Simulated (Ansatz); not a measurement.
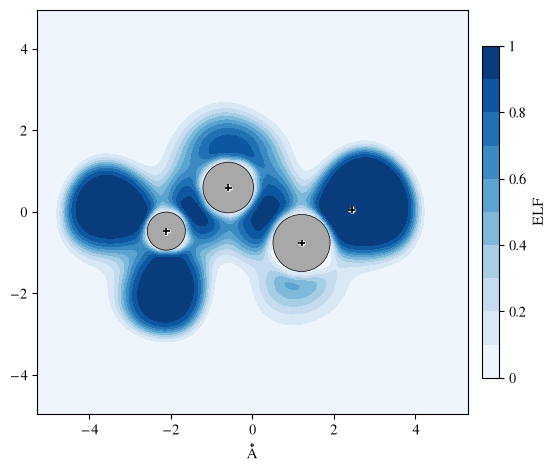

The electron localisation function on a plane through atoms (crosses mark nuclei in the plane; grey discs cover the cores).

Method: Ansatz 0.2.0, isolated molecule in a Gaussian basis; Kohn-Sham density functional theory, functional PBE0.

Candidates:
A. BH$_{8}$PSi$_{2}$ (SMILES BP([SiH3])[SiH3])
B. AlH$_{2}$NO (SMILES [NH2][Al+][O-])
C. ClH$_{5}$O$_{2}$SbSi (charge +1)

> Which system is this?

Candidate A: BH$_{8}$PSi$_{2}$ on the plane of atoms B1, P2 and Si4, which holds B, P, Si and H. B–P (1.86 Å): the ELF peaks at about 0.95 between the atoms: localised, covalent bonding. Si–P (2.25 Å): the ELF peaks at about 0.95 between the atoms (a covalent bond).
